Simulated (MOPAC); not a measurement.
Run report: C2H4OSi, geometry relaxation (part 1 of 2)

System: C2H4OSi.
Method: PM6-DH+, closed shell, dispersion DH+, COSMO solvent dichloromethane (MOPAC 23.2.5).

The geometry comes from this level: GFN2-xTB.

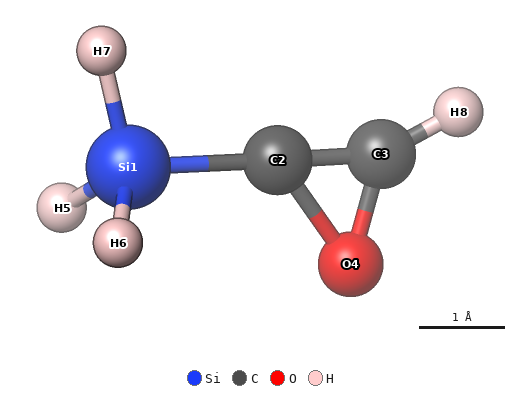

Fig. 1: The starting structure (ball-and-stick view, seen at a tilt; atoms are numbered from 1 in the order of the input). Bond lengths as drawn: C–C 1.28 Å, C–H 1.06 Å, C–O 1.37 to 1.59 Å, C–Si 1.85 Å and H–Si 1.46 Å.

The input (calc.py):
```python
from ase.calculators.mopac import MOPAC
from ase.optimize import BFGS
from ase import Atoms

mol = Atoms(
    ['Si', 'C', 'C', 'O', 'H', 'H', 'H', 'H'],
    positions=[
        [-0.248270, 1.212670, -0.462670],
        [0.225530, -0.451440, 0.187240],
        [0.568400, -1.607010, 0.631630],
        [-0.793590, -1.623310, 0.529970],
        [-0.931660, 1.043870, -1.744620],
        [-1.117860, 1.871110, 0.511610],
        [1.036050, 1.899120, -0.608710],
        [1.261390, -2.345010, 0.955550],
    ],
)
calc = MOPAC(label="job", method="PM6-DH+", task="1SCF GRADIENTS EPS=8.93 AUX(PRECISION=6) THREADS=1")
mol.calc = calc
opt = BFGS(mol, trajectory="opt.traj")
done = opt.run(fmax=0.05, steps=80)
print("converged:", done)
e = mol.get_potential_energy()
print("E =", round(e, 6), "eV")
print("forces (eV/A):")
for sym, f in zip(mol.get_chemical_symbols(), mol.get_forces()):
    print(f"{sym:2s} {f[0]:10.5f} {f[1]:10.5f} {f[2]:10.5f}")
print("dipole (e A):", mol.get_dipole_moment().round(4))
print("heat of formation (kcal/mol): %.4f" % (calc.get_final_heat_of_formation() / 0.0433641153))
print("final positions (A):")
for atom in mol:
    print(f"{atom.symbol:2s} {atom.x:11.6f} {atom.y:11.6f} {atom.z:11.6f}")
```

Command:
```bash
export ASE_MOPAC_COMMAND="mopac PREFIX.mop > /dev/null 2>&1"
python calc.py
```

Log:
```
Step          Energy          fmax
BFGS:    0         1.941137       10.569231
BFGS:    1         3.857192       14.611123
BFGS:    2         2.072488        6.546014
BFGS:    3         2.331678       11.312967
BFGS:    4         1.721701        3.023512
BFGS:    5         1.658074        1.497599
BFGS:    6         1.690931        6.069114
BFGS:    7         1.644464        1.025420
BFGS:    8         1.639595        0.407579
BFGS:    9         1.635050        0.794635
BFGS:   10         1.631529        0.680378
BFGS:   11         1.628165        0.175499
BFGS:   12         1.627333        0.142378
BFGS:   13         1.623680        0.176170
BFGS:   14         1.622528        0.170604
BFGS:   15         1.620476        0.095822
BFGS:   16         1.620079        0.100533
BFGS:   17         1.619636        0.100070
BFGS:   18         1.618943        0.127212
BFGS:   19         1.617670        0.230504
BFGS:   20         1.616116        0.274690
BFGS:   21         1.614626        0.204599
BFGS:   22         1.613592        0.087772
BFGS:   23         1.613008        0.083100
BFGS:   24         1.612758        0.064817
BFGS:   25         1.612640        0.035518
converged: True
E = 1.61264 eV
forces (eV/A):
Si    0.00502   -0.02188    0.00934
C    -0.00345    0.01247   -0.00603
C     0.00800   -0.03262    0.01157
O    -0.00135    0.00591   -0.00575
H    -0.01196    0.01044    0.00238
H    -0.01257    0.00674   -0.00779
H     0.01614    0.00840   -0.00101
H     0.00018    0.01054   -0.00271
dipole (e A): [ 0.5727  0.2398 -0.0396]
heat of formation (kcal/mol): 37.1884
final positions (A):
Si   -0.261984    1.211342   -0.462344
C     0.065916   -0.479735    0.181255
C     0.600594   -1.603116    0.633543
O    -0.801555   -1.744646    0.565537
H    -0.913290    1.118532   -1.786558
H    -1.101620    1.949684    0.505022
H     1.072249    1.839391   -0.581657
H     1.339680   -2.291452    0.945201
```

Trajectory as extended XYZ (Å, eV, eV/Å), 26 frames, from step=0 to step=25:
```
8
Properties=species:S:1:pos:R:3:forces:R:3 step=0 energy=1.94114
Si   -0.2483    1.2127   -0.4627    0.3505  -0.3425   0.1599
C     0.2255   -0.4514    0.1872   -2.8634   9.4911  -3.6645
C     0.5684   -1.6070    0.6316    4.3090  -8.8776   3.5588
O    -0.7936   -1.6233    0.5300   -1.6791  -0.6015   0.0817
H    -0.9317    1.0439   -1.7446   -0.1015   0.0054  -0.2540
H    -1.1179    1.8711    0.5116   -0.1377   0.1584   0.1747
H     1.0360    1.8991   -0.6087    0.1800   0.2525  -0.0788
H     1.2614   -2.3450    0.9556   -0.0577  -0.0858   0.0222
8
Properties=species:S:1:pos:R:3:forces:R:3 step=1 energy=3.85719
Si   -0.2433    1.2078   -0.4604   -0.6393   2.2961  -0.8940
C     0.1846   -0.3159    0.1349    2.2508 -11.3323   4.2787
C     0.6300   -1.7338    0.6825   -8.8198  10.7183  -4.5620
O    -0.8176   -1.6319    0.5311    4.9988   0.2537   0.3005
H    -0.9331    1.0439   -1.7482   -0.0586   0.1349  -0.1504
H    -1.1198    1.8734    0.5141   -0.0758   0.1914   0.0227
H     1.0386    1.9027   -0.6098    0.1645   0.2384  -0.0756
H     1.2606   -2.3462    0.9559    2.1793  -2.5006   1.0801
8
Properties=species:S:1:pos:R:3:forces:R:3 step=2 energy=2.07249
Si   -0.2471    1.2220   -0.4659   -0.0101   0.3736  -0.1355
C     0.1973   -0.3822    0.1599    1.4165  -5.8448   2.2197
C     0.5768   -1.6710    0.6556   -2.2355   5.7310  -2.2380
O    -0.7871   -1.6306    0.5331    0.5178  -0.3152   0.1519
H    -0.9335    1.0448   -1.7493   -0.0859   0.1060  -0.2137
H    -1.1204    1.8746    0.5143   -0.1124   0.2095   0.0842
H     1.0397    1.9043   -0.6103    0.1751   0.2766  -0.0882
H     1.2742   -2.3620    0.9626    0.3346  -0.5367   0.2195
8
Properties=species:S:1:pos:R:3:forces:R:3 step=3 energy=2.33168
Si   -0.2439    1.2187   -0.4644    0.2275  -0.5184   0.2110
C     0.2213   -0.4687    0.1929   -3.0247   9.5842  -3.7155
C     0.5684   -1.5841    0.6238    4.9391  -9.4365   3.8132
O    -0.8013   -1.6397    0.5352   -1.6844  -0.4769   0.0367
H    -0.9353    1.0467   -1.7537   -0.0090   0.0184  -0.1082
H    -1.1227    1.8788    0.5162   -0.0254   0.0811   0.0717
H     1.0431    1.9098   -0.6121    0.1163   0.1824  -0.0576
H     1.2705   -2.3614    0.9621   -0.5393   0.5657  -0.2513
8
Properties=species:S:1:pos:R:3:forces:R:3 step=4 energy=1.72170
Si   -0.2449    1.2218   -0.4656    0.0535   0.0355  -0.0066
C     0.2029   -0.4168    0.1727    0.5568  -2.7821   1.0446
C     0.5787   -1.6366    0.6436   -0.5549   2.6280  -0.9856
O    -0.7958   -1.6393    0.5354   -0.0756  -0.2181   0.0695
H    -0.9350    1.0466   -1.7535   -0.0314   0.0692  -0.1355
H    -1.1224    1.8785    0.5162   -0.0489   0.1355   0.0567
H     1.0432    1.9099   -0.6121    0.1226   0.2107  -0.0677
H     1.2733   -2.3640    0.9633   -0.0221  -0.0786   0.0246
8
Properties=species:S:1:pos:R:3:forces:R:3 step=5 energy=1.65807
Si   -0.2436    1.2205   -0.4650    0.0613  -0.0400   0.0215
C     0.2039   -0.4310    0.1778    0.1055  -1.4040   0.5103
C     0.5834   -1.6238    0.6394   -0.1090   1.2457  -0.4523
O    -0.8015   -1.6431    0.5363   -0.0589  -0.1404   0.0431
H    -0.9354    1.0474   -1.7553   -0.0054   0.0538  -0.0962
H    -1.1231    1.8803    0.5170   -0.0183   0.1003   0.0406
H     1.0449    1.9128   -0.6130    0.0922   0.1725  -0.0559
H     1.2714   -2.3632    0.9628   -0.0676   0.0121  -0.0112
8
Properties=species:S:1:pos:R:3:forces:R:3 step=6 energy=1.69093
Si   -0.2414    1.2179   -0.4638    0.0484  -0.0702   0.0310
C     0.2003   -0.4482    0.1836   -2.1097   5.2229  -2.0642
C     0.5919   -1.6105    0.6355    1.9992  -5.3339   2.0945
O    -0.8073   -1.6479    0.5375    0.0026  -0.0621   0.0199
H    -0.9356    1.0489   -1.7581    0.0317   0.0381  -0.0369
H    -1.1236    1.8832    0.5183    0.0264   0.0528   0.0114
H     1.0476    1.9178   -0.6147    0.0407   0.1083  -0.0362
H     1.2680   -2.3612    0.9618   -0.0394   0.0440  -0.0195
8
Properties=species:S:1:pos:R:3:forces:R:3 step=7 energy=1.64446
Si   -0.2422    1.2195   -0.4645    0.0378  -0.0157   0.0101
C     0.1978   -0.4378    0.1796   -0.0070  -0.9660   0.3441
C     0.5894   -1.6205    0.6389   -0.1249   0.8453  -0.3109
O    -0.8030   -1.6463    0.5373    0.0174  -0.1023   0.0355
H    -0.9355    1.0486   -1.7574    0.0174   0.0505  -0.0587
H    -1.1234    1.8825    0.5179    0.0097   0.0751   0.0180
H     1.0469    1.9166   -0.6143    0.0555   0.1294  -0.0429
H     1.2699   -2.3628    0.9625   -0.0059  -0.0163   0.0049
8
Properties=species:S:1:pos:R:3:forces:R:3 step=8 energy=1.63959
Si   -0.2414    1.2190   -0.4642    0.0265  -0.0043   0.0048
C     0.1932   -0.4416    0.1806   -0.1799  -0.3495   0.1077
C     0.5925   -1.6188    0.6386    0.0282   0.2537  -0.0858
O    -0.8033   -1.6482    0.5379    0.0192  -0.0949   0.0331
H    -0.9352    1.0495   -1.7585    0.0282   0.0492  -0.0406
H    -1.1233    1.8839    0.5183    0.0231   0.0631   0.0066
H     1.0480    1.9190   -0.6151    0.0350   0.1041  -0.0351
H     1.2695   -2.3628    0.9625    0.0197  -0.0215   0.0093
8
Properties=species:S:1:pos:R:3:forces:R:3 step=9 energy=1.63505
Si   -0.2399    1.2185   -0.4638    0.0032   0.0179  -0.0056
C     0.1812   -0.4488    0.1820   -0.4341   0.6128  -0.2598
C     0.5987   -1.6165    0.6385    0.2707  -0.6605   0.2623
O    -0.8031   -1.6530    0.5395    0.0084  -0.0897   0.0305
H    -0.9342    1.0518   -1.7609    0.0463   0.0483  -0.0090
H    -1.1225    1.8871    0.5189    0.0461   0.0430  -0.0142
H     1.0502    1.9244   -0.6169   -0.0057   0.0500  -0.0183
H     1.2697   -2.3635    0.9627    0.0651  -0.0218   0.0141
8
Properties=species:S:1:pos:R:3:forces:R:3 step=10 energy=1.63153
Si   -0.2389    1.2186   -0.4637   -0.0121   0.0275  -0.0101
C     0.1697   -0.4536    0.1826   -0.3399   0.5441  -0.2266
C     0.6035   -1.6157    0.6387    0.1787  -0.5630   0.2179
O    -0.8025   -1.6576    0.5411    0.0021  -0.0889   0.0294
H    -0.9328    1.0541   -1.7626    0.0543   0.0490   0.0073
H    -1.1214    1.8900    0.5191    0.0570   0.0338  -0.0262
H     1.0515    1.9288   -0.6184   -0.0321   0.0101  -0.0054
H     1.2709   -2.3645    0.9632    0.0919  -0.0125   0.0138
8
Properties=species:S:1:pos:R:3:forces:R:3 step=11 energy=1.62817
Si   -0.2375    1.2196   -0.4639   -0.0374   0.0203  -0.0116
C     0.1463   -0.4620    0.1834    0.0452  -0.0563   0.0247
C     0.6114   -1.6147    0.6393   -0.1565   0.0682  -0.0409
O    -0.8016   -1.6680    0.5447   -0.0144  -0.0885   0.0285
H    -0.9292    1.0593   -1.7656    0.0587   0.0500   0.0207
H    -1.1181    1.8958    0.5188    0.0640   0.0256  -0.0360
H     1.0530    1.9365   -0.6210   -0.0655  -0.0577   0.0171
H     1.2755   -2.3666    0.9644    0.1058   0.0386  -0.0025
8
Properties=species:S:1:pos:R:3:forces:R:3 step=12 energy=1.62733
Si   -0.2379    1.2198   -0.4640   -0.0276   0.0020  -0.0035
C     0.1458   -0.4618    0.1833    0.0392  -0.0588   0.0249
C     0.6101   -1.6149    0.6392   -0.1285   0.0521  -0.0323
O    -0.8019   -1.6696    0.5452   -0.0124  -0.0824   0.0262
H    -0.9283    1.0602   -1.7654    0.0490   0.0484   0.0077
H    -1.1170    1.8964    0.5183    0.0527   0.0320  -0.0270
H     1.0521    1.9360   -0.6209   -0.0538  -0.0520   0.0159
H     1.2771   -2.3660    0.9643    0.0814   0.0585  -0.0118
8
Properties=species:S:1:pos:R:3:forces:R:3 step=13 energy=1.62368
Si   -0.2406    1.2204   -0.4645    0.0192  -0.1029   0.0413
C     0.1363   -0.4639    0.1831    0.0349  -0.0844   0.0330
C     0.6022   -1.6166    0.6389    0.0153   0.0028  -0.0006
O    -0.8042   -1.6847    0.5500   -0.0101  -0.0397   0.0107
H    -0.9203    1.0686   -1.7655   -0.0121   0.0346  -0.0661
H    -1.1087    1.9028    0.5147   -0.0176   0.0640   0.0269
H     1.0461    1.9334   -0.6203    0.0219  -0.0319   0.0145
H     1.2892   -2.3600    0.9635   -0.0515   0.1575  -0.0597
8
Properties=species:S:1:pos:R:3:forces:R:3 step=14 energy=1.62253
Si   -0.2413    1.2192   -0.4641    0.0196  -0.1051   0.0422
C     0.1319   -0.4658    0.1834    0.0150  -0.0492   0.0182
C     0.5998   -1.6176    0.6390    0.0483  -0.0250   0.0130
O    -0.8050   -1.6915    0.5522   -0.0064  -0.0237   0.0050
H    -0.9173    1.0725   -1.7666   -0.0251   0.0271  -0.0732
H    -1.1057    1.9065    0.5137   -0.0321   0.0622   0.0353
H     1.0442    1.9323   -0.6199    0.0422  -0.0346   0.0171
H     1.2934   -2.3556    0.9624   -0.0615   0.1483  -0.0577
```
